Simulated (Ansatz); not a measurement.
**H6N2O2Zr: basis-set convergence**

How large a basis does H6N2O2Zr need? Two functionals are run in growing sets.

Method: one geometry, several basis sets; program: Ansatz 0.2.0, Gaussian basis.

Levels to be run: PBE0-D4/def2-SVP; ωB97M-V/def2-SVP; PBE0-D4/def2-QZVPP; ωB97M-V/def2-QZVPP; the functionals' def2-TZVPP values are taken from earlier runs.

**1. The geometry**

All runs share one geometry, relaxed beforehand with PBE0-D4 in a triple-zeta def2 set. Zr takes the def2 core potential; no spin-orbit term is included.

SMILES `[NH2][Zr]([NH2])([OH])[OH]`, 11 atoms, charge 0, spin multiplicity 1.

Atoms are counted from 1 here; the program's logs count them from 0.

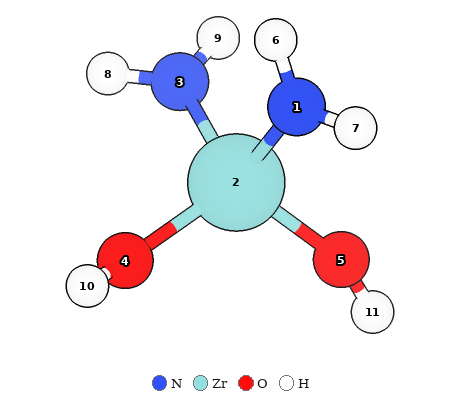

The structure; nitrogen blue, zirconium light teal, oxygen red, hydrogen white; atoms are numbered from 1 in the order of the file.

**2. PBE0-D4 in def2-SVP**

in.yaml

```yaml
crystal:
  periodic: [false, false, false]
  atoms:
    - {symbol: N, position_ang: [-1.621683, 0.371603, 0.838968]}
    - {symbol: Zr, position_ang: [0.029675, -0.029157, -0.300554]}
    - {symbol: N, position_ang: [1.569164, -0.421596, 0.986713]}
    - {symbol: O, position_ang: [0.603886, 1.524534, -1.314535]}
    - {symbol: O, position_ang: [-0.447518, -1.538347, -1.417890]}
    - {symbol: H, position_ang: [-1.613220, 0.745268, 1.777300]}
    - {symbol: H, position_ang: [-2.576086, 0.161628, 0.581734]}
    - {symbol: H, position_ang: [2.391999, 0.155886, 1.090137]}
    - {symbol: H, position_ang: [1.692592, -1.261656, 1.534762]}
    - {symbol: H, position_ang: [0.414324, 2.412561, -1.605541]}
    - {symbol: H, position_ang: [-0.443133, -2.120705, -2.171094]}
basis:
  gaussian: {orbitals: def2-SVP}
hamiltonian: {xc: pbe0, dispersion: d4}
output: {orbitals: {seedname: orbitals}}
```

Command:

```sh
ansatz run in.yaml --threads 4 --pin off --events-out ev --progress --plain --max-ram 10444MiB
```

Output:

```text
Functional definition: PBE0
  name "PBE0"
  cite "Adamo & Barone, J. Chem. Phys. 110, 6158 (1999) doi:10.1063/1.478522"
  cite "Perdew, Burke & Ernzerhof, Phys. Rev. Lett. 77, 3865 (1996) doi:10.1103/PhysRevLett.77.3865"
  parent pbe
  parameter a = 0.25
  parameter kappa = 0.804
  parameter beta = 0.06672455060314922
  exchange = (1 - a)*pbe_x(kappa = kappa, mu = beta*pi^2/3) + a*exact_x
  correlation = pbe_c(beta = beta)
1331 factors; their error is unknown
mean field evaluation 1: about -8424.0291 eV, gradient 1.0e2 eV
mean field evaluation 2: about -8369.9156 eV, gradient 1.9e2 eV
mean field evaluation 4: about -8443.9708 eV, gradient 6.8e0 eV
mean field evaluation 8: about -8444.0790 eV, gradient 2.4e-1 eV
mean field evaluation 16: about -8444.1121 eV, gradient 4.8e-5 eV
mean field -8444.11213453 eV, -310.3153973190 hartree, gradient 4.8e-5 eV, S^2 0.000000; 0 other end points of the search recorded, 0 dependent functions left out
reference -8444.11220606 eV, -310.3153999478 hartree; 24, 24 occupied and 93, 93 virtual orbitals, 1331 factors
Total energy: -8444.29936508 eV, -310.3222779149 hartree
```

It took 1.1 s on 4 threads of Arm Neoverse V2, shared host.

**3. ωB97M-V in def2-SVP**

in.yaml: that of step 2 with these lines changed.

```diff
@@ -16,3 +16,3 @@
   gaussian: {orbitals: def2-SVP}
-hamiltonian: {xc: pbe0, dispersion: d4}
+hamiltonian: {xc: {name: wB97M-V}}
 output: {orbitals: {seedname: orbitals}}
```

Launched as before.

Output (excerpt; [...] marks lines left out):

```text
Functional definition: wB97M-V
  name "wB97M-V"
  cite "Mardirossian & Head-Gordon, J. Chem. Phys. 144, 214110 (2016) doi:10.1063/1.4952647"
  cite "Becke, J. Chem. Phys. 107, 8554 (1997) doi:10.1063/1.475007"
  cite "Vydrov & Van Voorhis, J. Chem. Phys. 133, 244103 (2010) doi:10.1063/1.3521275"
  # Of w^i u^j: cxij and so on, Table III.
[...]
  gx(w, u) = 1 - cx + cx01*u + cx10*w
  gss(w, u) = css00 + css04*u^4 + css10*w + css20*w^2 + css43*w^4*u^3
  gos(w, u) = cos00 + cos10*w + (cos20 + cos21*u)*w^2 + (cos60 + cos61*u)*w^6
[...]
      + integral(e_c_pw_mod_opposite_spin*gos(b97_w_opposite, b97_u_opposite)) + vv10(b, c)
1285 factors; their error is unknown
312 factors; integrals over basis functions are off by at most 7.8e-6 eV
[...]
mean field -8447.39626077 eV, -310.4360867326 hartree, gradient 3.5e-5 eV, S^2 0.000000; 0 other end points of the search recorded, 0 dependent functions left out
reference -8447.39637251 eV, -310.4360908390 hartree; 24, 24 occupied and 93, 93 virtual orbitals, 1285 factors
Total energy: -8447.39637251 eV, -310.4360908390 hartree
```

Wall time 5 s (4 threads of Arm Neoverse V2, shared host).

**4. PBE0-D4 in def2-QZVPP**

in.yaml: that of step 3 with these lines changed.

```diff
@@ -15,4 +15,4 @@
 basis:
-  gaussian: {orbitals: def2-SVP}
-hamiltonian: {xc: {name: wB97M-V}}
+  gaussian: {orbitals: "def2-QZVPP.json"}
+hamiltonian: {xc: pbe0, dispersion: d4}
 output: {orbitals: {seedname: orbitals}}
```

Launched as before.

Output:

```text
Functional definition: PBE0
  name "PBE0"
  cite "Adamo & Barone, J. Chem. Phys. 110, 6158 (1999) doi:10.1063/1.478522"
  cite "Perdew, Burke & Ernzerhof, Phys. Rev. Lett. 77, 3865 (1996) doi:10.1103/PhysRevLett.77.3865"
  parent pbe
  parameter a = 0.25
  parameter kappa = 0.804
  parameter beta = 0.06672455060314922
  exchange = (1 - a)*pbe_x(kappa = kappa, mu = beta*pi^2/3) + a*exact_x
  correlation = pbe_c(beta = beta)
1528 factors; their error is unknown
mean field evaluation 1: about -8428.4303 eV, gradient 1.2e2 eV
mean field evaluation 2: about -8357.6152 eV, gradient 2.2e2 eV
mean field evaluation 4: about -8453.4659 eV, gradient 1.2e1 eV
mean field evaluation 8: about -8453.7716 eV, gradient 1.6e-1 eV
mean field evaluation 16: about -8453.7848 eV, gradient 3.8e-5 eV
mean field -8453.78477124 eV, -310.6708601619 hartree, gradient 7.4e-5 eV, S^2 0.000000; 0 other end points of the search recorded, 0 dependent functions left out
reference -8453.78482546 eV, -310.6708621547 hartree; 24, 24 occupied and 465, 465 virtual orbitals, 1528 factors
Total energy: -8453.97198449 eV, -310.6777401218 hartree
```

Wall time 6 s (4 threads of Arm Neoverse V2, shared host); peak memory 1.6 GiB.

**5. ωB97M-V in def2-QZVPP**

in.yaml: that of step 4 with these lines changed.

```diff
@@ -16,3 +16,3 @@
   gaussian: {orbitals: "def2-QZVPP.json"}
-hamiltonian: {xc: pbe0, dispersion: d4}
+hamiltonian: {xc: {name: wB97M-V}}
 output: {orbitals: {seedname: orbitals}}
```

The command is unchanged.

Output (excerpt; [...] marks lines left out):

```text
Functional definition: wB97M-V
  name "wB97M-V"
  cite "Mardirossian & Head-Gordon, J. Chem. Phys. 144, 214110 (2016) doi:10.1063/1.4952647"
  cite "Becke, J. Chem. Phys. 107, 8554 (1997) doi:10.1063/1.475007"
  cite "Vydrov & Van Voorhis, J. Chem. Phys. 133, 244103 (2010) doi:10.1063/1.3521275"
  # Of w^i u^j: cxij and so on, Table III.
[...]
  gx(w, u) = 1 - cx + cx01*u + cx10*w
  gss(w, u) = css00 + css04*u^4 + css10*w + css20*w^2 + css43*w^4*u^3
  gos(w, u) = cos00 + cos10*w + (cos20 + cos21*u)*w^2 + (cos60 + cos61*u)*w^6
[...]
      + integral(e_c_pw_mod_opposite_spin*gos(b97_w_opposite, b97_u_opposite)) + vv10(b, c)
1484 factors; their error is unknown
421 factors; integrals over basis functions are off by at most 1.8e-5 eV
[...]
mean field -8457.30804876 eV, -310.8003382227 hartree, gradient 5.2e-5 eV, S^2 0.000000; 0 other end points of the search recorded, 0 dependent functions left out
reference -8457.30814055 eV, -310.8003415959 hartree; 24, 24 occupied and 465, 465 virtual orbitals, 1484 factors
Total energy: -8457.30814055 eV, -310.8003415959 hartree
```

It took 16 s on 4 threads of Arm Neoverse V2, shared host; peak memory 2 GiB.

**6. Functionals by basis**

The def2-TZVPP values come from earlier runs at the same geometry.

| functional | basis | functions | energy (eV) | from the largest (eV) | HOMO (eV) | LUMO (eV) |
| --- | --- | --- | --- | --- | --- | --- |
| PBE0-D4 | def2-SVP | 117 | -8444.2994 | 9.673 | -6.49 | 0.14 |
| PBE0-D4 | def2-TZVPP | 264 | -8453.4517 | 0.520 | -6.73 | -0.10 |
| PBE0-D4 | def2-QZVPP | 489 | -8453.9720 | 0.000 | -6.79 | -0.23 |
| ωB97M-V | def2-SVP | 117 | -8447.3964 | 9.912 | -8.83 | 1.14 |
| ωB97M-V | def2-TZVPP | 264 | -8456.8133 | 0.495 | -9.09 | 0.81 |
| ωB97M-V | def2-QZVPP | 489 | -8457.3081 | 0.000 | -9.15 | 0.58 |

**7. Results**

```
                                       quantity          value
PBE0-D4: double and triple zeta above quadruple  9.67, 0.52 eV
ωB97M-V: double and triple zeta above quadruple  9.91, 0.49 eV
```

**Reading.** For PBE0-D4 the step from double to triple zeta gains 9.15 eV and the next only 0.52 eV. These are total energies; as a rule much of such shifts cancels in differences, which this series doesn't test. The LUMO of ωB97M-V is positive and keeps falling with the basis (1.14 to 0.58 eV): an unbound level that the basis holds in place.

For PBE0-D4 the largest set took about 5 times as long as the smallest (6 s against 1.1 s).
